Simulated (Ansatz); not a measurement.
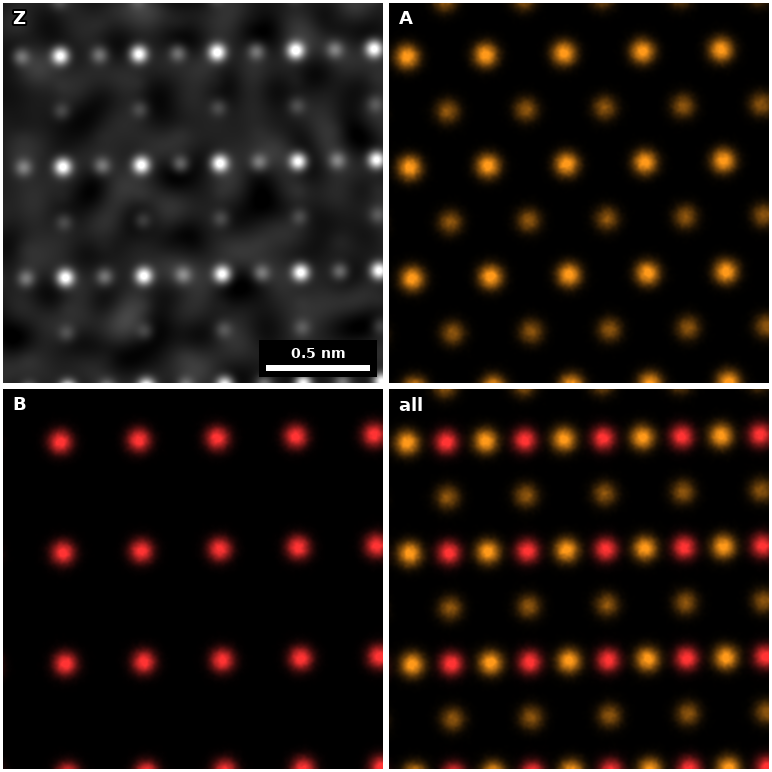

Li₄BeNbP₃ (P-43m, No. 215) along [110]. Panel Z: Simulated incoherent Z contrast: every atom adds Z^1.7 spread by a probe of 0.69 Å full width; channelling and multiple scattering are left out. The speckle of an amorphous layer was added. The other panels are simulated element maps (the number of atoms of one element along the beam, blurred by 0.9 Å, with counting noise; each on its own scale, no channelling); the last overlays them. Structure used: the geometry relaxed with Ansatz 0.2.0, DFT PBE, scalar-relativistic, plane waves, PAW; the starting structure was generated, so it need not be a known form of this composition.

```cif
data_structure
_symmetry_space_group_name_H-M 'P-43m'
_symmetry_Int_Tables_number 215
_cell_length_a 5.4372
_cell_length_b 5.4372
_cell_length_c 5.4372
_cell_angle_alpha 90.000
_cell_angle_beta 90.000
_cell_angle_gamma 90.000
_cell_volume 160.74
loop_
_atom_site_label
_atom_site_type_symbol
_atom_site_symmetry_multiplicity
_atom_site_Wyckoff_symbol
_atom_site_fract_x
_atom_site_fract_y
_atom_site_fract_z
_atom_site_occupancy
Li1 Li 4 e 0.27270 0.27270 0.27270 1
Be1 Be 1 b 0.50000 0.50000 0.50000 1
Nb1 Nb 1 a 0.00000 0.00000 0.00000 1
P1 P 3 d 0.00000 0.50000 0.00000 1
```

> Which element does each lettered map show?

A: P, B: Nb. The projected cell (3.84 × 5.44 Å, 90°) holds 6 columns: 3 of Li, 1 of P + Be, 1 of Nb and 1 of P. No column is shared by two of the mapped elements.
